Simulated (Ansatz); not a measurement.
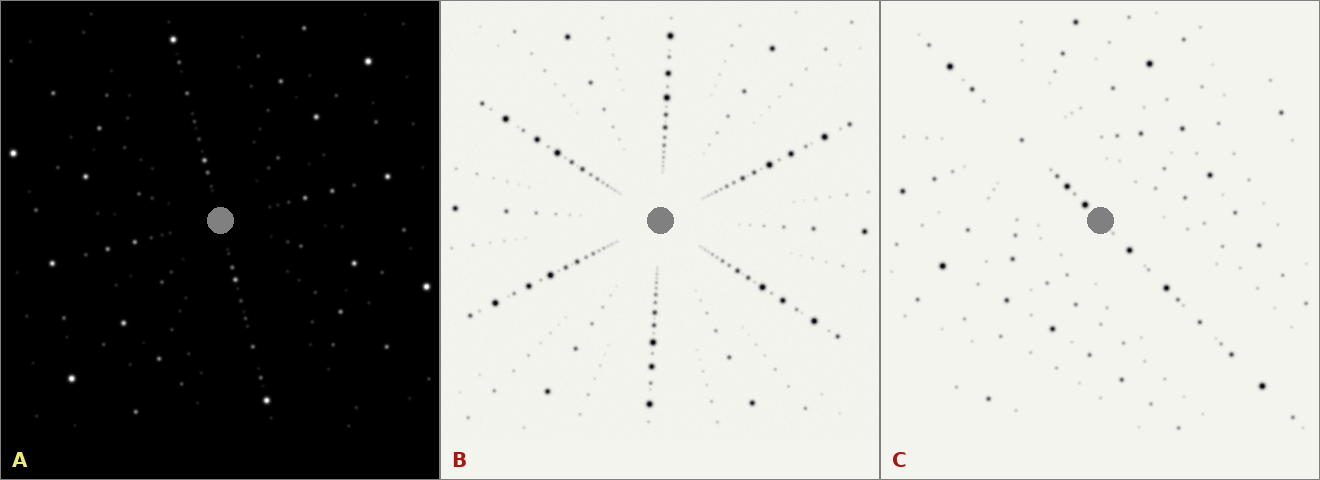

Simulated back-reflection Laue patterns (white X-rays, 0.45 to 2.2 Å, flat plate covering ±45° about the beam, kinematic intensities, seen from the source). Crystal: Zr, space group P6_3/mmc (No. 194), a = 3.25 Å, c = 5.12 Å (hexagonal axes). Structure: the input geometry of an electronic-structure calculation (not necessarily at equilibrium).

**The directions [001], [210], [211] point towards the source, in some order. Which is which?**

A: [210], symmetry 2mm (a twofold axis with two mirror lines). B: [001], symmetry 6mm (a sixfold axis with mirror lines). C: [211], symmetry m (one mirror line). The Laue class is 6/mmm.
